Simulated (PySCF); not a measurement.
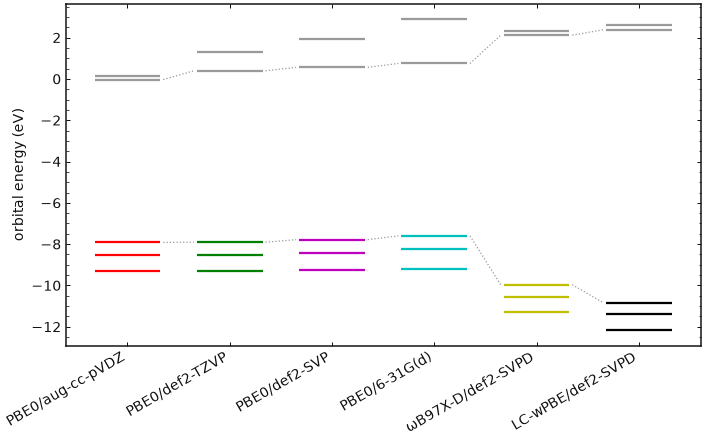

Frontier orbital energies of C₅H₁₀O₂ (propyl acetate), SMILES CCCOC(C)=O at one geometry, PySCF 2.14.0, at a PBE0-D3(BJ)/def2-SVP geometry (no frequency check). Empty levels are grey, levels within 0.1 eV stand side by side; all columns show the same few orbitals around the gap. Dotted lines join the HOMOs and the LUMOs.

### Compare the HOMO-LUMO separations.

The separation grows from 7.89 eV (PBE0/aug-cc-pVDZ) to 13.21 eV (LC-wPBE/def2-SVPD).

| level | HOMO (eV) | LUMO (eV) | separation (eV) |
| --- | --- | --- | --- |
| PBE0/aug-cc-pVDZ | −7.92 | −0.03 | 7.89 |
| PBE0/def2-TZVP | −7.91 | 0.40 | 8.30 |
| PBE0/def2-SVP | −7.78 | 0.56 | 8.34 |
| PBE0/6-31G(d) | −7.60 | 0.75 | 8.35 |
| ωB97X-D/def2-SVPD | −9.96 | 2.12 | 12.08 |
| LC-wPBE/def2-SVPD | −10.83 | 2.38 | 13.21 |

Limits of at least one run: empty levels above zero depend strongly on the basis; one conformer of a flexible molecule.
